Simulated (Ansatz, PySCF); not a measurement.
CH4OSe (SMILES CO[SeH]) and CH4 (SMILES C) are pulled apart as rigid monomers along the line of their centres of mass, from the B3LYP-D3(BJ)/def2-TZVP minimum. Starting geometry (charge 0, multiplicity 1):
```
atom    x (Å)    y (Å)    z (Å)
----  -------  -------  -------
C      1.8353   0.8063   0.8019
O      0.4378   0.7690   0.5231
Se    -0.2413  -0.8850   0.2262
H      2.0930   0.1789   1.6584
H      2.0649   1.8478   1.0322
H      2.4225   0.4897  -0.0653
H      0.1688  -0.9781  -1.1963
C     -0.0456   0.0024   3.9507
H      0.2092  -0.9775   3.5478
H     -0.9104  -0.0907   4.6063
H      0.7993   0.3898   4.5192
H     -0.2776   0.6826   3.1329
```

Interaction energies with rigid monomers; basis-set methods are counterpoise corrected unless marked otherwise.

Rows in 6-31G*, STO-3G carry no dispersion term and start afresh at each structure (6-31G* with six Cartesian d functions); the Pople sets are all-electron and without relativity.

Run with Ansatz (a first-principles code); PySCF for 6-31G* rows, STO-3G rows, the dispersion terms. Each number belongs to the level named beside it.

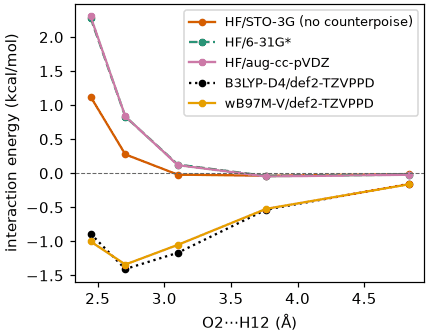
Figure: Interaction energy against separation

Which level binds most strongly at O2···H12 = 2.71, and by how much?

B3LYP-D4/def2-TZVPPD, -1.4 kcal/mol.
